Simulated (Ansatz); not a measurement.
**C₂H₉ClGaN: from a rough start to a stationary point**

What shape does C₂H₉ClGaN take? The plan is to relax it, check the end point by its vibrations and derive ideal-gas thermochemistry, and look at its orbitals and charge.

The runs use Ansatz 0.2.0, Gaussian basis; RKS PBE0-D4/def2-TZVP.

Plan: relaxation at PBE-D4/def2-SVP; relaxation at PBE0-D4/def2-TZVP; harmonic vibrations at the same level; a single point in def2-TZVPP for the fields.

### Step 1. The starting structure

SMILES `[CH3][Ga-]([CH3])([NH3+])[Cl]`, 14 atoms, charge 0, spin multiplicity 1.

Atoms are counted from 1 here; the program's logs count them from 0.

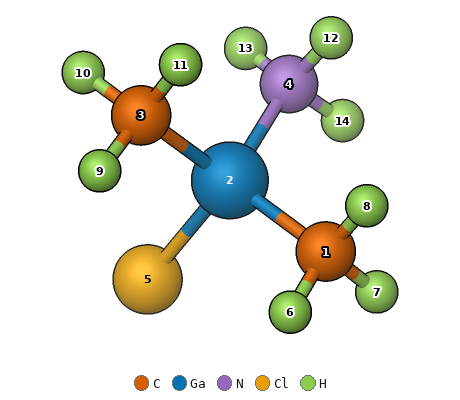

As it starts; carbon orange, gallium blue, nitrogen purple, chlorine amber, hydrogen green; atoms are numbered from 1 in the order of the file.

Coordinates:

| atom | x (Å) | y (Å) | z (Å) |
| --- | --- | --- | --- |
| C1 | -1.6298 | 0.7650 | 0.2690 |
| Ga2 | 0.2084 | 0.3697 | -0.2143 |
| C3 | 1.1550 | -0.2011 | 1.4170 |
| N4 | 0.3107 | -1.0330 | -1.4987 |
| Cl5 | 1.1915 | 2.1453 | -1.0820 |
| H6 | -1.6921 | 1.6470 | 1.0014 |
| H7 | -2.1943 | 1.1305 | -0.6523 |
| H8 | -2.1293 | -0.0715 | 0.6790 |
| H9 | 1.1758 | 0.6364 | 2.2176 |
| H10 | 2.2401 | -0.4457 | 1.1932 |
| H11 | 0.6831 | -1.0990 | 1.8783 |
| H12 | -0.2068 | -1.8824 | -1.0789 |
| H13 | 1.1742 | -1.2522 | -1.7604 |
| H14 | -0.2994 | -0.7382 | -2.3401 |

The start is a force-field geometry with small random shifts, so a cheaper pass at PBE-D4/def2-SVP comes first.

### Step 2. Optimising with PBE-D4/def2-SVP (cheap first pass)

Input file in.yaml:

```yaml
crystal:
  periodic: [false, false, false]
  atoms:
    - {symbol: C, position_ang: [-1.629800, 0.765000, 0.269000]}
    - {symbol: Ga, position_ang: [0.208400, 0.369700, -0.214300]}
    - {symbol: C, position_ang: [1.155000, -0.201100, 1.417000]}
    - {symbol: N, position_ang: [0.310700, -1.033000, -1.498700]}
    - {symbol: Cl, position_ang: [1.191500, 2.145300, -1.082000]}
    - {symbol: H, position_ang: [-1.692100, 1.647000, 1.001400]}
    - {symbol: H, position_ang: [-2.194300, 1.130500, -0.652300]}
    - {symbol: H, position_ang: [-2.129300, -0.071500, 0.679000]}
    - {symbol: H, position_ang: [1.175800, 0.636400, 2.217600]}
    - {symbol: H, position_ang: [2.240100, -0.445700, 1.193200]}
    - {symbol: H, position_ang: [0.683100, -1.099000, 1.878300]}
    - {symbol: H, position_ang: [-0.206800, -1.882400, -1.078900]}
    - {symbol: H, position_ang: [1.174200, -1.252200, -1.760400]}
    - {symbol: H, position_ang: [-0.299400, -0.738200, -2.340100]}
basis:
  gaussian: {orbitals: def2-SVP}
hamiltonian: {xc: pbe, dispersion: d4}
relax: {f_tol: 0.03, max_steps: 200}
```

Launch:

```bash
ansatz run in.yaml --threads 4 --pin off --events-out ev --progress --plain --max-ram 11315MiB
```

The log of the run (excerpt; [...] marks lines left out):

```text
Functional definition: PBE
  name "PBE"
  cite "Perdew, Burke & Ernzerhof, Phys. Rev. Lett. 77, 3865 (1996) doi:10.1103/PhysRevLett.77.3865"
  parent pbe
[...]
1560 factors; their error is unknown
[...]
mean field -68581.50876021 eV, -2520.3239607214 hartree, gradient 6.2e-5 eV, S^2 0.000000; 0 other end points of the search recorded, 0 dependent functions left out
[...]
reference -68581.50879909 eV, -2520.3239621504 hartree; 38, 38 occupied and 99, 99 virtual orbitals, 1560 factors
relax step   1: F+E_penalty+E_count = -68581.83539169 eV  Δ(F+E_penalty+E_count) = +0.000e0 eV  max|allowed force component| = 7.675e0 eV/Å  Δτ_max = 0.0000 Å  (28 SCF iters, accepted)
[...]
relax step   5: F+E_penalty+E_count = -68582.96886635 eV  Δ(F+E_penalty+E_count) = -3.602e-3 eV  max|allowed force component| = 5.318e-2 eV/Å  Δτ_max = 0.0316 Å  (27 SCF iters, accepted)
[...]
relax step   6: F+E_penalty+E_count = -68582.96977484 eV  Δ(F+E_penalty+E_count) = -9.085e-4 eV  max|allowed force component| = 1.875e-2 eV/Å  Δτ_max = 0.0172 Å  (28 SCF iters, accepted)
1560 factors; their error is unknown
[...]
mean field -68582.65528100 eV, -2520.3660945835 hartree, gradient 2.1e-5 eV, S^2 0.000000; 1 other end points of the search recorded, 0 dependent functions left out
[...]
reference -68582.65532164 eV, -2520.3660960767 hartree; 38, 38 occupied and 99, 99 virtual orbitals, 1560 factors
Total energy: -68582.96981547 eV, -2520.3776535119 hartree
Atom 0 at    -1.800893     0.856958     0.206373 Å, force    -0.013224     0.007298     0.003501 eV/Å
Atom 1 at     0.151083     0.524946     0.090353 Å, force     0.000568    -0.009740    -0.007842 eV/Å
Atom 2 at     1.318707    -0.247148     1.495362 Å, force     0.009362    -0.000968     0.011490 eV/Å
Atom 3 at     0.229540    -1.021040    -1.436647 Å, force     0.005517     0.018747     0.003284 eV/Å
Atom 4 at     1.214481     2.000558    -1.217042 Å, force    -0.003640    -0.015576    -0.005464 eV/Å
Atom 5 at    -2.000860     1.715110     0.879843 Å, force    -0.001245    -0.001596    -0.001681 eV/Å
Atom 6 at    -2.224297     1.111141    -0.786445 Å, force    -0.000342     0.000616     0.000924 eV/Å
Atom 7 at    -2.347799    -0.019610     0.612244 Å, force     0.002331     0.001191    -0.000675 eV/Å
Atom 8 at     1.466048     0.488887     2.311764 Å, force     0.000846    -0.002237     0.000190 eV/Å
Atom 9 at     2.320801    -0.497051     1.091826 Å, force    -0.000511    -0.000218     0.000136 eV/Å
Atom 10 at     0.878742    -1.161139     1.946145 Å, force    -0.000871     0.002075    -0.002239 eV/Å
Atom 11 at    -0.181696    -1.930980    -1.188236 Å, force    -0.000649    -0.003560    -0.002587 eV/Å
Atom 12 at     1.213019    -1.176091    -1.697966 Å, force    -0.001917     0.005198     0.000017 eV/Å
Atom 13 at    -0.249778    -0.673744    -2.278774 Å, force     0.003773    -0.001230     0.000947 eV/Å
Dipole moment:    -0.245493    -1.080461    -0.338389 e Å
```

It took 12 s on 4 threads of Arm Neoverse V2, shared host.

The steps of the relaxation:

| step | energy from step 1 (eV) | largest force component (eV/Å) |
| --- | --- | --- |
| 1 | 0.0000 | 7.6753 |
| 2 | -0.9189 | 1.8098 |
| 3 | -1.0952 | 0.4247 |
| 4 | -1.1299 | 0.1798 |
| 5 | -1.1335 | 0.0532 |
| 6 | -1.1344 | 0.0187 |

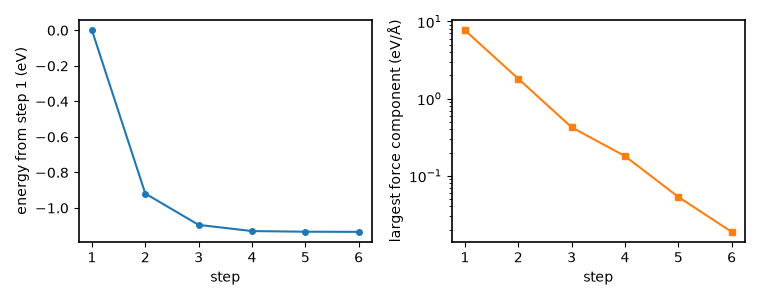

Energy and largest force along the relaxation.

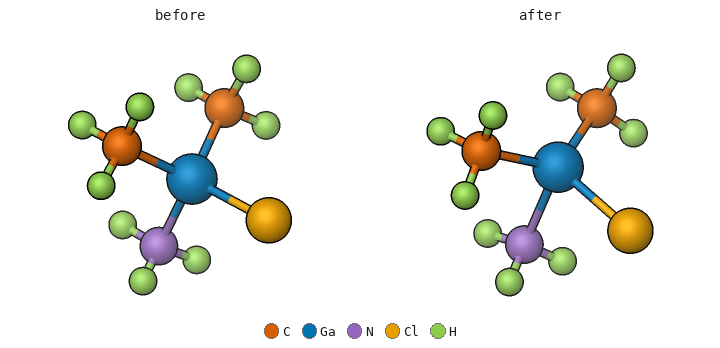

The geometry before (left) and after (right).

Distances of close pairs at the start and the end, largest changes first:

| bond | before (Å) | after (Å) | change (Å) |
| --- | --- | --- | --- |
| Ga2–N4 | 1.905 | 2.174 | +0.270 |
| N4–H13 | 0.929 | 1.029 | +0.101 |
| C1–H8 | 1.057 | 1.110 | +0.053 |
| N4–H14 | 1.080 | 1.029 | -0.051 |
| N4–H12 | 1.080 | 1.029 | -0.051 |
| C3–H9 | 1.159 | 1.109 | -0.050 |
| C1–Ga2 | 1.941 | 1.983 | +0.042 |
| C1–H6 | 1.148 | 1.109 | -0.039 |

### Step 3. Relaxation at PBE0-D4/def2-TZVP

Input file in.yaml:

```yaml
crystal:
  periodic: [false, false, false]
  atoms:
    - {symbol: C, position_ang: [-1.800893, 0.856958, 0.206373]}
    - {symbol: Ga, position_ang: [0.151083, 0.524946, 0.090353]}
    - {symbol: C, position_ang: [1.318707, -0.247148, 1.495362]}
    - {symbol: N, position_ang: [0.229540, -1.021040, -1.436647]}
    - {symbol: Cl, position_ang: [1.214481, 2.000558, -1.217042]}
    - {symbol: H, position_ang: [-2.000860, 1.715110, 0.879843]}
    - {symbol: H, position_ang: [-2.224297, 1.111141, -0.786445]}
    - {symbol: H, position_ang: [-2.347799, -0.019610, 0.612244]}
    - {symbol: H, position_ang: [1.466048, 0.488887, 2.311764]}
    - {symbol: H, position_ang: [2.320801, -0.497051, 1.091826]}
    - {symbol: H, position_ang: [0.878742, -1.161139, 1.946145]}
    - {symbol: H, position_ang: [-0.181696, -1.930980, -1.188236]}
    - {symbol: H, position_ang: [1.213019, -1.176091, -1.697966]}
    - {symbol: H, position_ang: [-0.249778, -0.673744, -2.278774]}
basis:
  gaussian: {orbitals: def2-TZVP}
hamiltonian: {xc: pbe0, dispersion: d4}
relax: {f_tol: 0.005, max_steps: 150}
```

The command is unchanged.

The log of the run (excerpt; [...] marks lines left out):

```text
Functional definition: PBE0
  name "PBE0"
  cite "Adamo & Barone, J. Chem. Phys. 110, 6158 (1999) doi:10.1063/1.478522"
  cite "Perdew, Burke & Ernzerhof, Phys. Rev. Lett. 77, 3865 (1996) doi:10.1103/PhysRevLett.77.3865"
  parent pbe
[...]
1592 factors; their error is unknown
[...]
mean field -68600.76564175 eV, -2521.0316380653 hartree, gradient 1.9e-5 eV, S^2 0.000000; 0 other end points of the search recorded, 0 dependent functions left out
[...]
reference -68600.76567717 eV, -2521.0316393668 hartree; 38, 38 occupied and 194, 194 virtual orbitals, 1592 factors
relax step   1: F+E_penalty+E_count = -68601.03667928 eV  Δ(F+E_penalty+E_count) = +0.000e0 eV  max|allowed force component| = 5.781e-1 eV/Å  Δτ_max = 0.0000 Å  (28 SCF iters, accepted)
[...]
Atom 4 at     1.198591     1.950822    -1.227812 Å, force     0.000103    -0.000125    -0.000521 eV/Å
Atom 5 at    -1.972565     1.697080     0.883954 Å, force     0.000591    -0.000334     0.000147 eV/Å
Atom 6 at    -2.211005     1.118713    -0.761838 Å, force    -0.000339     0.000889    -0.000672 eV/Å
Atom 7 at    -2.342197    -0.004274     0.607076 Å, force     0.000120    -0.000046    -0.000134 eV/Å
Atom 8 at     1.440206     0.488636     2.289983 Å, force    -0.000481     0.000168    -0.000237 eV/Å
Atom 9 at     2.299330    -0.481548     1.098050 Å, force     0.001070     0.000338    -0.000069 eV/Å
Atom 10 at     0.884617    -1.147274     1.939267 Å, force     0.000024    -0.000037    -0.000156 eV/Å
Atom 11 at    -0.169006    -1.921462    -1.202757 Å, force     0.000484     0.000157    -0.000986 eV/Å
Atom 12 at     1.208140    -1.151487    -1.681485 Å, force    -0.000600     0.000278     0.000594 eV/Å
Atom 13 at    -0.237797    -0.659472    -2.261351 Å, force     0.000137    -0.000047     0.000835 eV/Å
Dipole moment:    -0.268362    -1.093782    -0.289687 e Å
```

It took 30 s on 4 threads of Arm Neoverse V2, shared host; peak memory 0.79 GiB.

Step by step:

| step | energy from step 1 (eV) | largest force component (eV/Å) |
| --- | --- | --- |
| 1 | 0.0000 | 0.5781 |
| 2 | -0.0446 | 0.1530 |
| 3 | -0.0488 | 0.0453 |
| 4 | -0.0492 | 0.0146 |
| 5 | -0.0493 | 0.0014 |

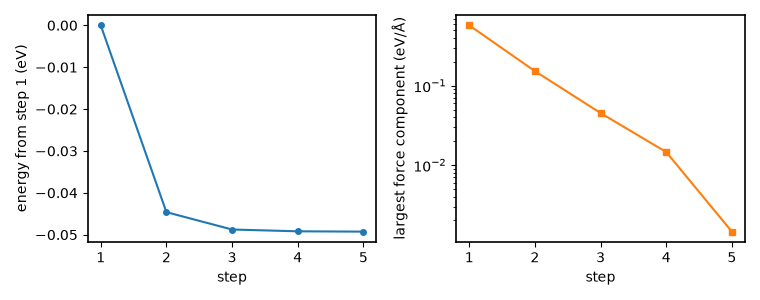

Energy and force, step by step.

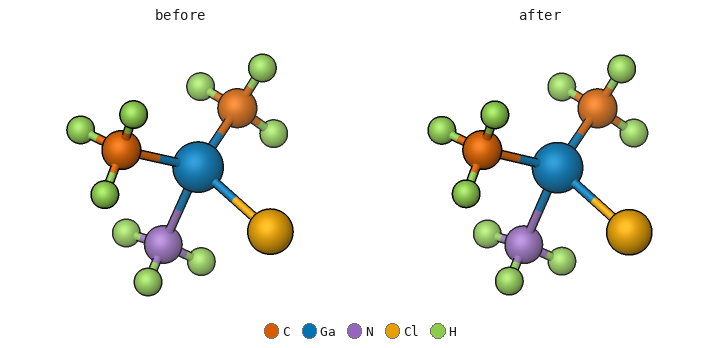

Before and after, at one scale.

Close pairs (by a distance rule), those that changed most:

| bond | before (Å) | after (Å) | change (Å) |
| --- | --- | --- | --- |
| Ga2–N4 | 2.174 | 2.145 | -0.029 |
| C3–H9 | 1.109 | 1.092 | -0.017 |
| C1–H6 | 1.109 | 1.092 | -0.017 |
| C1–H8 | 1.110 | 1.093 | -0.017 |
| C1–H7 | 1.109 | 1.092 | -0.017 |
| C3–H11 | 1.110 | 1.093 | -0.017 |
| C3–H10 | 1.109 | 1.092 | -0.017 |
| N4–H12 | 1.029 | 1.014 | -0.015 |

Mulliken charges of the relaxed molecule (report file):

C1 -0.56; Ga2 0.47; C3 -0.56; N4 -0.58; Cl5 -0.42; H6 0.14; H7 0.13; H8 0.13; H9 0.14; H10 0.13; H11 0.13; H12 0.27; H13 0.29; H14 0.29

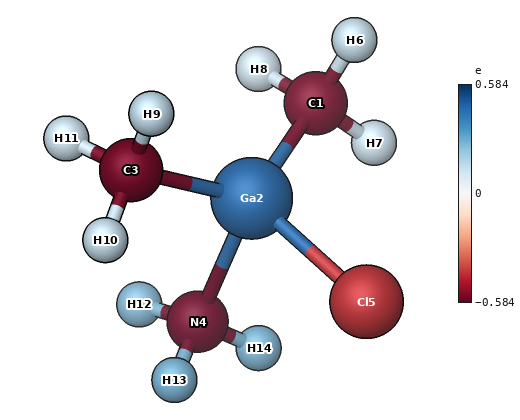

Mulliken charges of the relaxed molecule (report file), as colours on the atoms.

### Step 4. Force constants and modes

Input file in.yaml:

```yaml
crystal:
  periodic: [false, false, false]
  atoms:
    - {symbol: C, position_ang: [-1.792844, 0.854699, 0.212074]}
    - {symbol: Ga, position_ang: [0.141412, 0.491312, 0.080824]}
    - {symbol: C, position_ang: [1.308124, -0.244371, 1.490874]}
    - {symbol: N, position_ang: [0.232091, -1.020577, -1.438060]}
    - {symbol: Cl, position_ang: [1.198591, 1.950822, -1.227812]}
    - {symbol: H, position_ang: [-1.972565, 1.697080, 0.883954]}
    - {symbol: H, position_ang: [-2.211005, 1.118713, -0.761838]}
    - {symbol: H, position_ang: [-2.342197, -0.004274, 0.607076]}
    - {symbol: H, position_ang: [1.440206, 0.488636, 2.289983]}
    - {symbol: H, position_ang: [2.299330, -0.481548, 1.098050]}
    - {symbol: H, position_ang: [0.884617, -1.147274, 1.939267]}
    - {symbol: H, position_ang: [-0.169006, -1.921462, -1.202757]}
    - {symbol: H, position_ang: [1.208140, -1.151487, -1.681485]}
    - {symbol: H, position_ang: [-0.237797, -0.659472, -2.261351]}
basis:
  gaussian: {orbitals: def2-TZVP}
hamiltonian: {xc: pbe0, dispersion: d4}
phonons: {temperatures: {t_min: 298.15, t_max: 900, t_step: 200}}
```

Same command.

The log of the run (excerpt; [...] marks lines left out):

```text
Functional definition: PBE0
  name "PBE0"
  cite "Adamo & Barone, J. Chem. Phys. 110, 6158 (1999) doi:10.1063/1.478522"
  cite "Perdew, Burke & Ernzerhof, Phys. Rev. Lett. 77, 3865 (1996) doi:10.1103/PhysRevLett.77.3865"
  parent pbe
[...]
1592 factors; their error is unknown
[...]
mean field -68600.81240355 eV, -2521.0333565299 hartree, gradient 9.5e-6 eV, S^2 0.000000; 0 other end points of the search recorded, 0 dependent functions left out
[...]
reference -68600.81243861 eV, -2521.0333578182 hartree; 38, 38 occupied and 194, 194 virtual orbitals, 1592 factors
[...]
1592 factors; their error is unknown
mean field -68600.81223980 eV, -2521.0333505122 hartree, gradient 1.1e-6 eV, S^2 0.000000; 0 other end points of the search recorded, 0 dependent functions left out
[...]
reference -68600.81227487 eV, -2521.0333518007 hartree; 38, 38 occupied and 194, 194 virtual orbitals, 1592 factors
[...]
1592 factors; their error is unknown
[...]
WARN: phonons: modes at or below zero, which the zero-point energy, F, S and C_V leave out: 1, the lowest at -13.74 cm⁻¹. A minimum has none, and a first-order saddle one
[...]
Atom 6 at    -2.211005     1.118713    -0.761838 Å, force    -0.000339     0.000900    -0.000664 eV/Å
Atom 7 at    -2.342197    -0.004274     0.607076 Å, force     0.000115    -0.000020    -0.000108 eV/Å
Atom 8 at     1.440206     0.488636     2.289983 Å, force    -0.000469     0.000217    -0.000234 eV/Å
Atom 9 at     2.299330    -0.481548     1.098050 Å, force     0.001062     0.000343    -0.000057 eV/Å
Atom 10 at     0.884617    -1.147274     1.939267 Å, force     0.000020    -0.000020    -0.000122 eV/Å
Atom 11 at    -0.169006    -1.921462    -1.202757 Å, force     0.000471     0.000113    -0.000948 eV/Å
Atom 12 at     1.208140    -1.151487    -1.681485 Å, force    -0.000528     0.000280     0.000606 eV/Å
Atom 13 at    -0.237797    -0.659472    -2.261351 Å, force     0.000130    -0.000023     0.000817 eV/Å
Dipole moment:    -0.268372    -1.093812    -0.289688 e Å
Vibrations: -13.74 89.58 93.49 124.17 124.51 140.91 143.42 155.96 324.07 358.80 542.68 563.19 597.29 597.96 692.78 710.42 739.95 764.01 1212.22 1225.98 1228.82 1446.13 1452.16 1453.75 1459.36 1641.21 1654.10 3045.40 3046.73 3128.10 3128.85 3135.91 3136.25 3489.61 3611.01 3618.82 cm⁻¹, [...]
```

Wall time 5.2 min (4 threads of Arm Neoverse V2, shared host); peak memory 0.81 GiB.

Motions are named by where the mode's potential energy lies. Wavenumbers, unscaled:

| mode | cm⁻¹ | motion |
| --- | --- | --- |
| 1 | -14 | torsion |
| 2 | 90 | torsion |
| 3 | 93 | torsion |
| 4 | 124 | torsion with bend |
| 5 | 125 | bend with torsion |
| 6 | 141 | torsion with bend |
| 7 | 143 | torsion with bend |
| 8 | 156 | torsion |
| 9 | 324 | Ga–N stretch |
| 10 | 359 | Ga–Cl stretch |
| 11 | 543 | Ga–C stretch |
| 12 | 563 | bend with torsion |
| 13 | 597 | Ga–C stretch |
| 14 | 598 | bend |
| 15 | 693 | bend |
| 16 | 710 | bend |
| 17 | 740 | bend with wag or twist |
| 18 | 764 | bend |
| 19 | 1212 | bend |
| 20 | 1226 | bend |
| 21 | 1229 | bend |
| 22 | 1446 | bend |
| 23 | 1452 | bend |
| 24 | 1454 | bend |
| 25 | 1459 | bend |
| 26 | 1641 | bend |
| 27 | 1654 | bend |
| 28 | 3045 | C–H stretch |
| 29 | 3047 | C–H stretch |
| 30 | 3128 | C–H stretch |
| 31 | 3129 | C–H stretch |
| 32 | 3136 | C–H stretch |
| 33 | 3136 | C–H stretch |
| 34 | 3490 | N–H stretch |
| 35 | 3611 | N–H stretch |
| 36 | 3619 | N–H stretch |

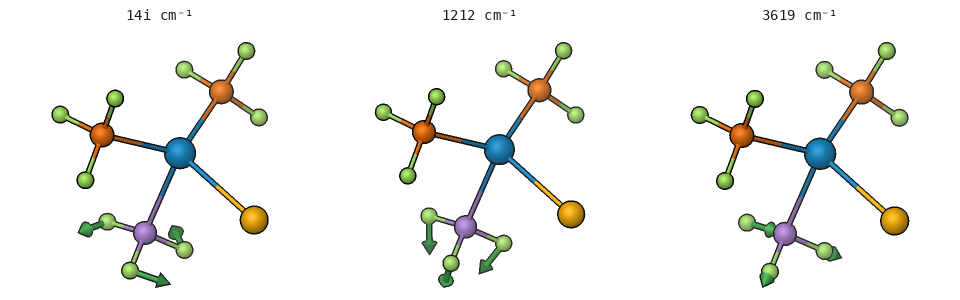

How the atoms move in 3 of the modes.

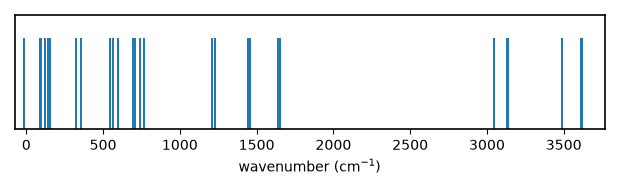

The harmonic wavenumbers as sticks (no intensities were computed).

No thermochemistry is derived: a mode is imaginary or nearly free.

### Step 5. Fields at the relaxed geometry

Changes to in.yaml since step 4:

```diff
@@ -18,4 +18,4 @@
 basis:
-  gaussian: {orbitals: def2-TZVP}
+  gaussian: {orbitals: def2-TZVPP}
 hamiltonian: {xc: pbe0, dispersion: d4}
-phonons: {temperatures: {t_min: 298.15, t_max: 900, t_step: 200}}
+output: {orbitals: {seedname: orbitals}}
```

The command is unchanged.

The log of the run:

```text
Functional definition: PBE0
  name "PBE0"
  cite "Adamo & Barone, J. Chem. Phys. 110, 6158 (1999) doi:10.1063/1.478522"
  cite "Perdew, Burke & Ernzerhof, Phys. Rev. Lett. 77, 3865 (1996) doi:10.1103/PhysRevLett.77.3865"
  parent pbe
  parameter a = 0.25
  parameter kappa = 0.804
  parameter beta = 0.06672455060314922
  exchange = (1 - a)*pbe_x(kappa = kappa, mu = beta*pi^2/3) + a*exact_x
  correlation = pbe_c(beta = beta)
1784 factors; their error is unknown
mean field evaluation 1: about -68585.6344 eV, gradient 8.7e1 eV
mean field evaluation 2: about -68579.2235 eV, gradient 1.0e2 eV
mean field evaluation 4: about -68600.7048 eV, gradient 3.8e0 eV
mean field evaluation 8: about -68600.7258 eV, gradient 3.2e-2 eV
mean field evaluation 16: about -68600.9377 eV, gradient 4.3e-5 eV
mean field -68600.93765984 eV, -2521.0379596136 hartree, gradient 4.3e-5 eV, S^2 0.000000; 0 other end points of the search recorded, 0 dependent functions left out
reference -68600.93769615 eV, -2521.0379609479 hartree; 38, 38 occupied and 271, 271 virtual orbitals, 1784 factors
Total energy: -68601.21126232 eV, -2521.0480143192 hartree
```

Run time: 5.5 s. Hardware: 4 threads of Arm Neoverse V2, shared host; peak memory 1.1 GiB.

The fields below are evaluated on a grid from the run's orbitals.

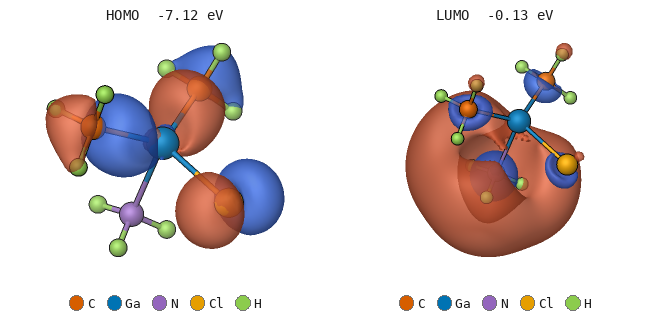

Frontier orbitals at PBE0-D4/def2-TZVPP; each surface holds 70 % of the orbital's density, blue and red mark the sign.

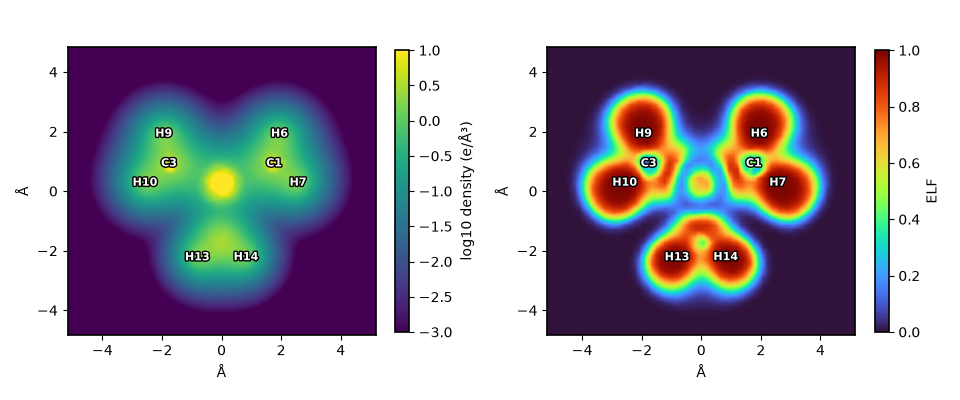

Density (left) and ELF (right) in a plane through or near 8 of the atoms.

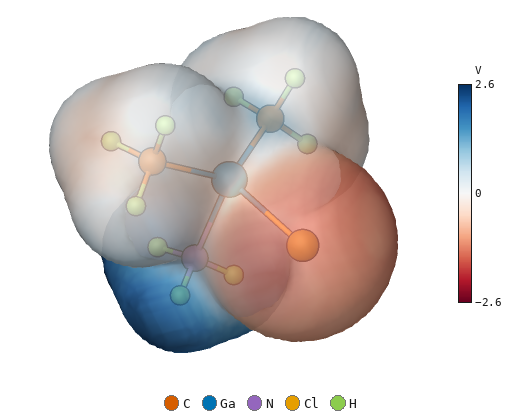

Electrostatic potential on the surface of density 0.002 e/bohr³; red is low, blue high. It runs from -1.42 V near Cl5 to 2.60 V near H12.

### Step 6. Outcome

| quantity | value |
| --- | --- |
| point group | Cs |
| steps | 6 + 5 |
| shift from the start (rms) | 0.210 Å |
| total energy | -68601.0860 eV |
| dispersion term | -274 meV |
| dipole moment | 5.59 D |
| lowest, highest wavenumber | -14, 3619 cm⁻¹ |
| HOMO, LUMO | -7.12, -0.13 eV |

**Reading.** The relaxed geometry lies 0.21 Å (rms) from the start; the bond that changed most is Ga2–N4, from 1.905 to 2.145 Å. One or more small negative wavenumbers (down to -14 cm⁻¹) point to a very flat motion, so a minimum isn't proven. The stiffest mode, 3619 cm⁻¹, is an N–H stretch. Harmonic hybrid wavenumbers usually lie a few per cent above measured fundamentals. The largest Mulliken charge, -0.58 e, sits on N4. The HOMO lies mostly on Cl5 34 %; C1, C3 about 18 % each and the LUMO on H12 31 %; H13, H14 about 20 % each.
